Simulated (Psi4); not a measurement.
## C₄H₁₂Si: single-point calculation

The run: single-point calculation of C₄H₁₂Si. Method and program: B3LYP/6-31G*, RKS (Psi4 1.11).

The geometry comes from this level: PBE0-D4/def2-TZVP.

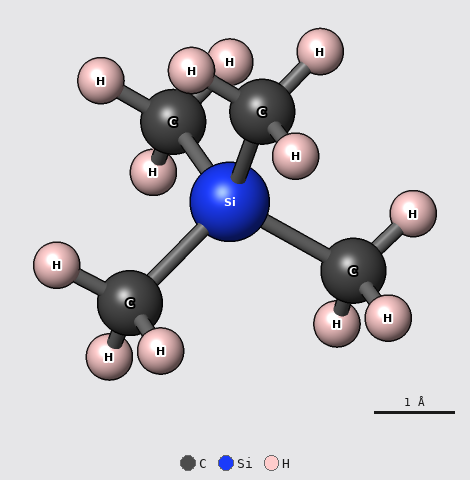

Fig. 1: The input geometry (ball-and-stick view, seen at a tilt). Bond lengths as drawn: C–H 1.09 Å and C–Si 1.88 Å.

## Input file (run.py)
```python
import psi4

psi4.set_memory(1600000000)
psi4.set_num_threads(1)
psi4.core.set_output_file('run.log', False)

mol = psi4.geometry("""
C     -0.69781917     1.62267003    -3.07329939
Si    -0.00007559     0.00005669     0.00009449
C      3.06483342     1.21061525     1.30642436
C      0.24343452    -3.49514295    -0.53825069
C     -2.61046767     0.66189547     2.30520131
H     -0.84935630     3.66782613    -2.81994381
H     -2.47847030     0.95540773    -3.88193210
H      0.79374166     1.26934794    -4.45905446
H      3.52569983     0.29349336     3.09985004
H      2.97907765     3.24719199     1.64523336
H      4.62527477     0.85561130    -0.00079368
H      0.64878077    -4.49511043     1.22399451
H      1.75398710    -3.94062699    -1.87602561
H     -1.51865950    -4.25694825    -1.30277719
H     -4.42537954    -0.02430188     1.59453201
H     -2.25576607    -0.26125464     4.11952736
H     -2.79877888     2.68932594     2.65725729
units au
symmetry c1
""")

psi4.set_options({
    'basis': '6-31G*',
    'puream': False,
    'e_convergence': 1e-09,
    'd_convergence': 1e-08,
    'scf_type': 'pk',
    'dft_radial_points': 99,
    'dft_spherical_points': 590,
})

e_tot, wfn = psi4.energy("b3lyp", return_wfn=True)
print(f'total energy {e_tot:.8f} hartree = {e_tot * 27.211386:.5f} eV')
for k, v in sorted(psi4.core.scalar_variables().items()):
    print(f'{k:45s} {v:18.10f}')
```

Launched with:
```bash
python run.py
```

## The program's output
```
=> Loading Basis Set <=

    Name: 6-31G*
    Role: ORBITAL
    Keyword: BASIS

         ---------------------------------------------------------
                                   SCF
                              RKS Reference
                        1 Threads,   1525 MiB Core
         ---------------------------------------------------------

  ==> Geometry <==

    Molecular point group: c1
    Full point group: C1

    Geometry (in Bohr), charge = 0, multiplicity = 1:

       Center              X                  Y                   Z               Mass
    ------------   -----------------  -----------------  -----------------  -----------------
         C           -0.697794312702     1.622647303789    -3.073338191778    12.000000000000
         SI          -0.000050732702     0.000033963789     0.000055688222    27.976926534650
         C            3.064858277298     1.210592523789     1.306385558222    12.000000000000
         C            0.243459377298    -3.495165676211    -0.538289491778    12.000000000000
         C           -2.610442812702     0.661872743789     2.305162508222    12.000000000000
         H           -0.849331442702     3.667803403789    -2.819982611778     1.007825032230
         H           -2.478445442702     0.955385003789    -3.881970901778     1.007825032230
         H            0.793766517298     1.269325213789    -4.459093261778     1.007825032230
         H            3.525724687298     0.293470633789     3.099811238222     1.007825032230
         H            2.979102507298     3.247169263789     1.645194558222     1.007825032230
         H            4.625299627298     0.855588573789    -0.000832481778     1.007825032230
         H            0.648805627298    -4.495133156211     1.223955708222     1.007825032230
         H            1.754011957298    -3.940649716211    -1.876064411778     1.007825032230
         H           -1.518634642702    -4.256970976211    -1.302815991778     1.007825032230
         H           -4.425354682702    -0.024324606211     1.594493208222     1.007825032230
         H           -2.255741212702    -0.261277366211     4.119488558222     1.007825032230
         H           -2.798754022702     2.689303213789     2.657218488222     1.007825032230

  Running in c1 symmetry.

  Rotational constants: A =      0.10371  B =      0.10370  C =      0.10370 [cm^-1]
  Rotational constants: A =   3109.20478  B =   3108.99608  C =   3108.79860 [MHz]
  Nuclear repulsion =  246.395848407097930

  Charge       = 0
  Multiplicity = 1
  Electrons    = 50
  Nalpha       = 25
  Nbeta        = 25

  ==> Algorithm <==

  SCF Algorithm Type is PK.
  DIIS enabled.
  MOM disabled.
  Fractional occupation disabled.
  Guess Type is SAD.
  Energy threshold   = 1.00e-09
  Density threshold  = 1.00e-08
  Integral threshold = 1.00e-12

  ==> Primary Basis <==

  Basis Set: 6-31G*
    Blend: 6-31G*
    Number of shells: 56
    Number of basis functions: 103
    Number of Cartesian functions: 103
    Spherical Harmonics?: false
    Max angular momentum: 2

  ==> DFT Potential <==

   => LibXC <=

    Version 7.1.2

   => Composite Functional: B3LYP <=

    B3LYP Hyb-GGA Exchange-Correlation Functional

    Deriv               =              1
    GGA                 =           TRUE
    Meta                =          FALSE

    Exchange Hybrid     =           TRUE
    MP2 Hybrid          =          FALSE

   => Exchange Functionals <=

    0.0800   Slater exchange
    0.7200         Becke 88

   => Exact (HF) Exchange <=

    0.2000               HF

   => Correlation Functionals <=

    0.1900   Vosko, Wilk & Nusair (VWN5_RPA)
    0.8100   Lee, Yang & Parr

   => LibXC Density Thresholds  <==

    XC_HYB_GGA_XC_B3LYP:  1.00E-15

   => Molecular Quadrature <=

    Radial Scheme          =       TREUTLER
    Pruning Scheme         =           NONE
    Nuclear Scheme         =       TREUTLER

    Blocking Scheme        =         OCTREE
    BS radius alpha        =              1
    Pruning alpha          =              1
    Radial Points          =             99
    Spherical Points       =            590
    Total Points           =         928415
    Total Blocks           =           6329
    Max Points             =            256
    Max Functions          =            101
    Weights Tolerance      =       1.00E-15

  ==> Integral Setup <==

  Using in-core PK algorithm.
   Calculation information:
      Number of atoms:                  17
      Number of AO shells:              56
      Number of primitives:            135
      Number of atomic orbitals:       103
      Number of basis functions:       103

      Integral cutoff                 1.00e-12
      Number of threads:                 1

  Performing in-core PK
  Using 28692092 doubles for integral storage.
  We computed 1177465 shell quartets total.
  Whereas there are 1274406 unique shell quartets.

  ==> DiskJK: Disk-Based J/K Matrices <==

    J tasked:                  Yes
    K tasked:                  Yes
    wK tasked:                  No
    Memory [MiB]:              858
    Schwarz Cutoff:          1E-12

  Cached 12.5% of DFT collocation blocks in 0.273 [GiB].

  Minimum eigenvalue in the overlap matrix is 5.5842977589E-03.
  Reciprocal condition number of the overlap matrix is 8.1147736096E-04.
    Using symmetric orthogonalization.

  ==> Pre-Iterations <==

  SCF Guess: Superposition of Atomic Densities via on-the-fly atomic UHF (no occupation information).

   -------------------------
    Irrep   Nso     Nmo
   -------------------------
     A        103     103
   -------------------------
    Total     103     103
   -------------------------

  ==> Iterations <==

                        Total Energy        Delta E     RMS |[F,P]|

   @RKS iter SAD:  -448.25787938516862   -4.48258e+02   0.00000e+00
   @RKS iter   1:  -448.50560965050511   -2.47730e-01   1.12321e-02 ADIIS/DIIS
   @RKS iter   2:  -448.29974533598295    2.05864e-01   1.20664e-02 ADIIS/DIIS
   @RKS iter   3:  -449.19044750225322   -8.90702e-01   2.59762e-04 ADIIS/DIIS
   @RKS iter   4:  -449.19085202073381   -4.04518e-04   1.43575e-04 ADIIS/DIIS
   @RKS iter   5:  -449.19098880173033   -1.36781e-04   1.61903e-05 DIIS
   @RKS iter   6:  -449.19099018743236   -1.38570e-06   8.62442e-07 DIIS
   @RKS iter   7:  -449.19099019283919   -5.40683e-09   8.23766e-08 DIIS
   @RKS iter   8:  -449.19099019287319   -3.39924e-11   4.51501e-08 DIIS
   @RKS iter   9:  -449.19099019288382   -1.06297e-11   1.36991e-08 DIIS
   @RKS iter  10:  -449.19099019288416   -3.41061e-13   4.01051e-10 DIIS
  Energy and wave function converged.

  ==> Post-Iterations <==

   Electrons on quadrature grid:
      Ntotal   =   50.0000043812 ; deviation = 4.381e-06

    Orbital Energies [Eh]
    ---------------------

    Doubly Occupied:

       1A    -66.104577     2A    -10.152102     3A    -10.152097
       4A    -10.152095     5A    -10.152089     6A     -5.250832
       7A     -3.609451     8A     -3.609450     9A     -3.609450
      10A     -0.714716    11A     -0.670828    12A     -0.670823
      13A     -0.670818    14A     -0.450397    15A     -0.407908
      16A     -0.407907    17A     -0.407904    18A     -0.392308
      19A     -0.392300    20A     -0.374347    21A     -0.374345
      22A     -0.374344    23A     -0.288648    24A     -0.288641
      25A     -0.288634

    Virtual:

      26A      0.075231    27A      0.106446    28A      0.106450
      29A      0.106464    30A      0.139821    31A      0.139823
      32A      0.139828    33A      0.152557    34A      0.152561
      35A      0.204713    36A      0.204720    37A      0.204721
      38A      0.210382    39A      0.210384    40A      0.210395
      41A      0.230635    42A      0.389239    43A      0.389244
      44A      0.389262    45A      0.416373    46A      0.449816
      47A      0.449830    48A      0.611132    49A      0.611145
      50A      0.611161    51A      0.695355    52A      0.738777
      53A      0.738809    54A      0.738836    55A      0.767284
      56A      0.767301    57A      0.767344    58A      0.777171
      59A      0.777173    60A      0.898121    61A      0.898150
      62A      0.898156    63A      0.913920    64A      0.913927
      65A      0.913936    66A      0.947439    67A      0.947447
      68A      0.947455    69A      0.950823    70A      0.950829
      71A      0.954787    72A      1.033654    73A      1.033662
      74A      1.033675    75A      1.288361    76A      1.288407
      77A      1.288452    78A      1.386599    79A      1.669020
      80A      1.669021    81A      1.669024    82A      1.790147
      83A      1.790150    84A      1.840337    85A      1.840343
      86A      1.840383    87A      2.061429    88A      2.248059
      89A      2.248065    90A      2.248076    91A      2.288123
      92A      2.288124    93A      2.288128    94A      2.299752
      95A      2.299766    96A      2.305508    97A      2.305522
      98A      2.305531    99A      3.113672   100A      4.143682
     101A      4.230742   102A      4.230754   103A      4.230769

    Final Occupation by Irrep:
              A
    DOCC [    25 ]
    NA   [    25 ]
    NB   [    25 ]

  @RKS Final Energy:  -449.19099019288416

   => Energetics <=

    Nuclear Repulsion Energy =            246.3958484070979296
    One-Electron Energy =               -1103.9436287735350106
    Two-Electron Energy =                 446.4789254380799548
    DFT Exchange-Correlation Energy =     -38.1221352645269818
    Empirical Dispersion Energy =           0.0000000000000000
    VV10 Nonlocal Energy =                  0.0000000000000000
    Total Energy =                       -449.1909901928841578

Computation Completed

Properties will be evaluated at   0.000000,   0.000000,   0.000000 [a0]

Properties computed using the SCF density matrix

 Multipole Moments:

 ------------------------------------------------------------------------------------
     Multipole            Electronic (a.u.)      Nuclear  (a.u.)        Total (a.u.)
 ------------------------------------------------------------------------------------

 L = 1.  Multiply by 2.5417464519 to convert [e a0] to [Debye]
 Dipole X            :         -0.0002742            0.0002224           -0.0000518
 Dipole Y            :          0.0001969           -0.0001537            0.0000432
 Dipole Z            :          0.0003407           -0.0002960            0.0000448
 Magnitude           :                                                    0.0000809

 ------------------------------------------------------------------------------------

	total time  =         36 seconds =       0.60 minutes
```

## Standard output
```
total energy -449.19099019 hartree = -12223.10942 eV
CURRENT ENERGY                                   -449.1909901929
CURRENT REFERENCE ENERGY                         -449.1909901929
DD SOLVATION ENERGY                                 0.0000000000
DFT FUNCTIONAL TOTAL ENERGY                      -449.1909901929
DFT TOTAL ENERGY                                 -449.1909901929
DFT VV10 ENERGY                                     0.0000000000
DFT XC ENERGY                                     -38.1221352645
GRID ELECTRONS ALPHA                               25.0000021906
GRID ELECTRONS BETA                                25.0000021906
GRID ELECTRONS TOTAL                               50.0000043812
NUCLEAR REPULSION ENERGY                          246.3958484071
ONE-ELECTRON ENERGY                             -1103.9436287735
PCM POLARIZATION ENERGY                             0.0000000000
PE ENERGY                                           0.0000000000
SCF ITERATION ENERGY                             -449.1909901929
SCF ITERATIONS                                     10.0000000000
SCF TOTAL ENERGY                                 -449.1909901929
TWO-ELECTRON ENERGY                               446.4789254381
XC GRID RADIAL POINTS                              99.0000000000
XC GRID SPHERICAL POINTS                          590.0000000000
XC GRID TOTAL POINTS                           928415.0000000000
```

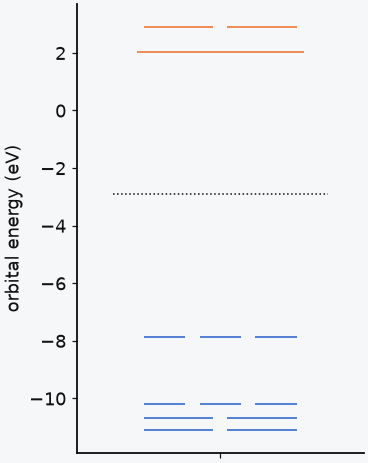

Fig. 2: Orbital energies near the frontier; the dotted line parts filled from empty levels, and levels within 0.02 eV of each other stand side by side. Highest filled −7.85 eV, lowest empty 2.05 eV, 9.90 eV apart.

## Key numbers

```json
{"quantity": "outcome", "value": "converged"}
{"quantity": "total energy", "value": "−449.190990 hartree"}
{"quantity": "basis functions", "value": "103"}
{"quantity": "HOMO", "value": "−7.85 eV"}
{"quantity": "LUMO", "value": "2.05 eV"}
{"quantity": "dipole moment", "value": "0.00 D"}
{"quantity": "hardware", "value": "1 thread of Intel Xeon (Sapphire Rapids), 64 GiB of memory available, shared host"}
{"quantity": "wall time", "value": "38 s"}
{"quantity": "peak memory", "value": "0.79 GiB"}
```
